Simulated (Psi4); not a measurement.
# SiHF (SMILES F[SiH]) at FNO-CCSD(T)/6-31G(d,p) (density fitting, density fitting for correlation, Cartesian functions)

What is the energy change on altering one bond length of SiHF at FNO-CCSD(T)/6-31G** (density fitting, density fitting for correlation, Cartesian functions)? 

The calculation is run with Psi4 1.11.

1 further run of the same task is left out (set aside as unsound or not needed).

## (1) The molecule

The species is SiHF (3 atoms), meant as a singlet with charge 0. As SMILES, `F[SiH]`. Geometry: relaxed at PBE0-D4/def2-TZVP.

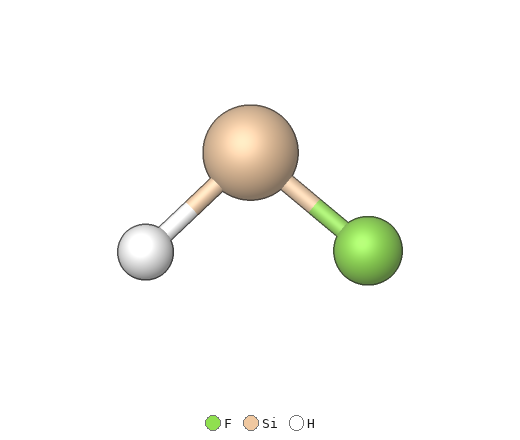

Viewed from a chosen angle; fluorine green, silicon light orange, hydrogen white.

## (2) Energy and gradient at FNO-CCSD(T)/6-31G(d,p) (density fitting, density fitting for correlation, Cartesian functions)

fhsi.xyz reads:

```xyz
3
FHSi
F     -1.090200     0.024400    -0.602300
Si     0.186800     0.629400     0.173800
H      0.892400    -0.718600     0.415300
```

run_ase.py reads:

```python
import numpy as np
from ase.calculators.psi4 import Psi4
from ase.io import read

a = read('fhsi.xyz')
calc = Psi4(atoms=a, method='fno-ccsd(t)', basis='6-31G**', memory='1600MB', num_threads=1, charge=0, multiplicity=1, label='calc')
calc.psi4.set_options({'scf_type': 'df', 'freeze_core': True, 'cc_type': 'df'})
a.calc = calc

forces = a.get_forces()
print(f'energy: {a.get_potential_energy():.6f} eV')
print('forces / eV A^-1')
print(np.round(forces, 5))
```

Run with:

```bash
$ python run_ase.py
```

calc.dat, cut to the lines that bear on the results:

```text
[...]
  Running in c1 symmetry.
[...]
  Nuclear repulsion =   48.194575348987868
[...]
  Multiplicity = 1
[...]
  Nalpha       = 12
  Nbeta        = 12
[...]
    Number of basis functions: 39
[...]
   @DF-RHF iter   1:  -388.90261486480620   -7.55125e-01   7.24865e-03 ADIIS/DIIS
[...]
      * MP2 total energy:                  -389.182847066633
[...]
      * CCSD total energy:                 -389.201716285390
[...]
      * CCSD(T) total energy                -389.206993144996
[...]
   @DF-RHF iter  13:  -388.93306909137186    5.68434e-13   4.59678e-11 DIIS
[...]
    Orbital Energies [Eh]
    ---------------------
    Doubly Occupied:
       1A    -68.829080     2A    -26.286714     3A     -6.179095
       4A     -4.282117     5A     -4.281365     6A     -4.278802
       7A     -1.576517     8A     -0.747881     9A     -0.661672
      10A     -0.644756    11A     -0.560069    12A     -0.347754
[...]
  @DF-RHF Final Energy:  -388.93306909137186
   => Energetics <=
    Nuclear Repulsion Energy =             48.2043359336890589
    One-Electron Energy =                -636.9231644322820785
    Two-Electron Energy =                 199.7857594072211498
    Total Energy =                       -388.9330690913718627
[...]
 Multipole Moments:
 ------------------------------------------------------------------------------------
     Multipole            Electronic (a.u.)      Nuclear  (a.u.)        Total (a.u.)
 ------------------------------------------------------------------------------------
 L = 1.  Multiply by 2.5417464519 to convert [e a0] to [Debye]
 Dipole X            :         -1.4779183            1.8728427            0.3949244
 Dipole Y            :          0.7554714           -0.6865939            0.0688774
 Dipole Z            :         -0.7361146            0.9629661            0.2268515
 Magnitude           :                                                    0.4606203
[...]
      * MP2 total energy:                  -389.182873841358
[...]
      * CCSD total energy:                 -389.201736754052
[...]
      * CCSD(T) total energy                -389.207032391760
[...]
```

The script printed:

```text
energy: -10590.862319 eV
forces / eV A^-1
[[-0.48187 -0.1103  -0.27972]
 [ 0.48648 -0.11207  0.25752]
 [-0.00462  0.22237  0.0222 ]]
```

Run time: 8.4 s. Hardware: 1 thread of Intel Xeon 6975P-C (Granite Rapids), shared host; peak memory 0.21 GiB.

## (3) The distorted shape

fhsi.xyz reads:

```xyz
3
FHSi
F     -2.148610     2.046420    -0.964553
Si    -0.871610     2.651420    -0.188453
H      0.892400    -0.718600     0.415300
```

run.py reads:

```python
import numpy as np
from ase.calculators.psi4 import Psi4
from ase.io import read

atoms = read('fhsi.xyz')
calc = Psi4(atoms=atoms, method='fno-ccsd(t)', basis='6-31G**', memory='1600MB', num_threads=1, charge=0, multiplicity=1, label='psi4-calc')
calc.psi4.set_options({'scf_type': 'df', 'freeze_core': True, 'cc_type': 'df'})
atoms.calc = calc

forces = atoms.get_forces()
print(f'energy: {atoms.get_potential_energy():.6f} eV')
print('forces / eV A^-1')
print(np.round(forces, 5))
```

Run with:

```bash
$ python run.py
```

psi4-calc.dat, cut to the lines that bear on the results:

```text
[...]
  Running in c1 symmetry.
[...]
  Nuclear repulsion =   44.380257315304036
[...]
  Multiplicity = 1
[...]
  Nalpha       = 12
  Nbeta        = 12
[...]
    Number of basis functions: 39
[...]
   @DF-RHF iter   1:  -388.63844174689859   -7.38562e-01   8.18925e-03 DIIS/ADIIS
[...]
      * MP2 total energy:                  -389.021426619687
[...]
      * CCSD total energy:                 -389.076118372309
[...]
      * CCSD(T) total energy                -389.100181921935
[...]
   @DF-RHF iter  14:  -388.73227437302546    3.97904e-13   5.62529e-11 DIIS
[...]
    Orbital Energies [Eh]
    ---------------------
    Doubly Occupied:
       1A    -68.942571     2A    -26.356676     3A     -6.285791
       4A     -4.386123     5A     -4.385634     6A     -4.384480
       7A     -1.641135     8A     -0.803269     9A     -0.712388
      10A     -0.707372    11A     -0.531707    12A     -0.225509
[...]
  @DF-RHF Final Energy:  -388.73227437302546
   => Energetics <=
    Nuclear Repulsion Energy =             44.3819449807063506
    One-Electron Energy =                -627.5031294522837015
    Two-Electron Energy =                 194.3889100985519747
    Total Energy =                       -388.7322743730254615
[...]
 Multipole Moments:
 ------------------------------------------------------------------------------------
     Multipole            Electronic (a.u.)      Nuclear  (a.u.)        Total (a.u.)
 ------------------------------------------------------------------------------------
 L = 1.  Multiply by 2.5417464519 to convert [e a0] to [Debye]
 Dipole X            :         -3.6580500            2.8647159           -0.7933341
 Dipole Y            :          4.9545062           -2.5815000            2.3730062
 Dipole Z            :         -1.4784992            1.3024462           -0.1760531
 Magnitude           :                                                    2.5082927
[...]
      * MP2 total energy:                  -389.021484898429
[...]
      * CCSD total energy:                 -389.076146323510
[...]
      * CCSD(T) total energy                -389.100152059513
[...]
```

On the terminal:

```text
energy: -10587.954845 eV
forces / eV A^-1
[[-0.35385 -0.16992 -0.21531]
 [ 0.28438  0.30429  0.19171]
 [ 0.06947 -0.13437  0.02359]]
```

Run time: 9 s. Hardware: 1 thread of Intel Xeon 6975P-C (Granite Rapids), shared host; peak memory 0.22 GiB.

## (4) What came out

At FNO-CCSD(T)/6-31G** (density fitting, density fitting for correlation, Cartesian functions):

| quantity | value |
| --- | --- |
| first shape: total energy | -389.20701 Eh |
| first shape: correlation energy | -274.0 mEh |
| first shape: (T) correction | -5.30 mEh |
| first shape: T1 diagnostic | 0.017 |
| first shape: largest force on an atom | 0.568 eV/Å |
| distorted shape: total energy | -389.10017 Eh |
| distorted shape: correlation energy | -368.0 mEh |
| distorted shape: (T) correction | -24.05 mEh |
| distorted shape: T1 diagnostic | 0.087 |
| distorted shape: largest force on an atom | 0.458 eV/Å |
| energy change with the Si2–H3 bond stretched from 1.541 to 3.851 Å | 2.907 eV |

One bond (distorted shape) is far stretched, which a spin-restricted single reference describes badly; perturbation theory on it can break down and give far too much correlation. With the Si2–H3 bond stretched from 1.541 to 3.851 Å the energy rises by 2.91 eV (67 kcal/mol). The first shape isn't relaxed at this level, so the change isn't measured from a minimum. A restricted reference can't describe the breaking bond well at this length. The largest force (first shape) is 0.57 eV/Å: the shape isn't a stationary point for this species at this level. The triples (first shape) make up 1.9 % of the correlation energy. The T1 diagnostic (distorted shape) of 0.087 is above the customary mark for such species, so a single reference may not serve. The triples (distorted shape) make up 6.5 % of the correlation energy.
